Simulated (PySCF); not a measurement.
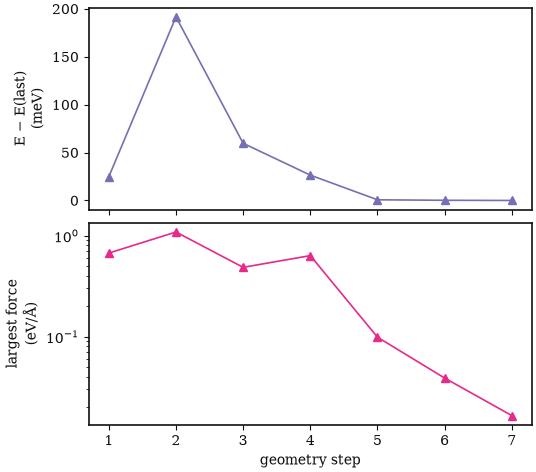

History of a geometry optimisation.

System: C$_{3}$H$_{2}$ClS$_{2}$ (SMILES Clc1cs[cH+]s1) (charge +1).
Method: PySCF 2.14.0, density fitting, PBE0-D3(BJ)/def2-SVP, geometry optimisation.

How did the optimisation end?

Answer. The optimisation met its thresholds at geometry 7, counting the start as the first. The energy fell by about 25 meV from the first step to the last, with a rise at step 2. The largest force goes from about 0.67 eV/Å at the start to 0.016 eV/Å at the end, with a peak of 1.1 eV/Å at step 2.

By which step was nine tenths of the energy gained?

Answer. By step 5 of 7.
